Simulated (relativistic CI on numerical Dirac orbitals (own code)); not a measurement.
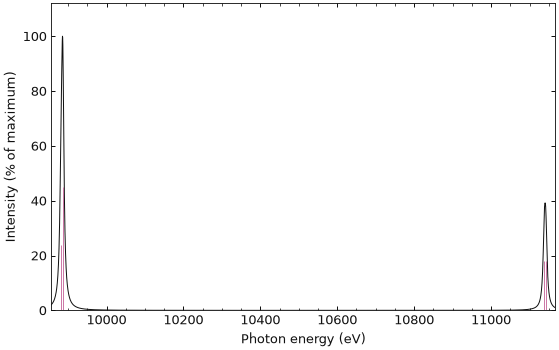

Computed core-level spectrum (absorption) of an ion of charge +5 in a field of Td symmetry with 10Dq = −31,200 cm⁻¹. Sticks are the strongest transitions, on a scale of their own. Multiplet model: relativistic Dirac–Coulomb–Breit theory, one configuration a step, Slater integrals scaled by 1, 80 K, Voigt broadening (Lorentzian 7.5 eV, Gaussian 1 eV full widths), computed with a radial Dirac CI code.

Identify the element and the shell or line.

Answer. L₂,₃ X-ray absorption of Ta⁵⁺ (tantalum, Z = 73), initial configuration [Xe] 4f¹⁴. The main maxima lie at 9885.7 eV (100) and 11140.5 eV (39), heights in % of the largest; the centroid is at 10252.0 eV. The lower edge holds 0.71 of the intensity (branching ratio, edges parted at 10512 eV), and the core spin-orbit splitting of the orbitals is 1280 eV. The ground state has S = 0.00.

Note: free-ion energies, so absolute edge positions are off by a few eV from solids.
